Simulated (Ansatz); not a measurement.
# Hypothetical zinc blende VSb, pressure series

Start from VSb in the zinc blende structure (space group F-43m, No. 216; a = 6.179 Å; ferromagnetic; a hypothetical phase, not in the database extracts checked).

Cell and atoms are relaxed at each pressure.

Calculations: PBE, PAW, 420 eV (Ansatz, an electronic-structure program; no spin-orbit coupling).

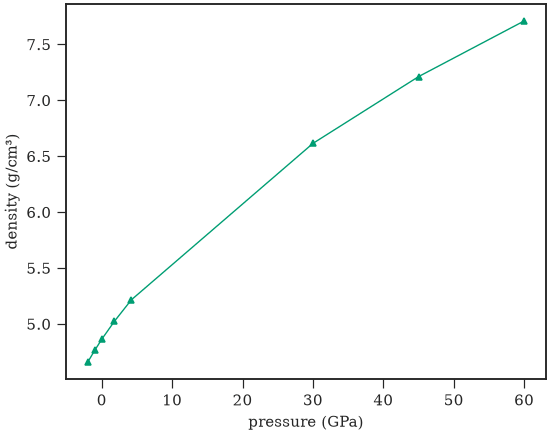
Density against pressure

Task: From the plot, what is the density for pressure 30 GPa?

Result: About 6.6 g/cm³.

Task: Is the trend monotonic over the range shown?

Result: Yes, it rises throughout, spanning 4.66 g/cm³ to 7.71 g/cm³.

The magnetic state is the one reached from the starting moments; the real material's order can differ, and small cells can't hold many antiferromagnetic ones. Load acts through the strain it causes; cell and atoms are relaxed under it. Stability against distortions was not tested. No other phases were tried under pressure.
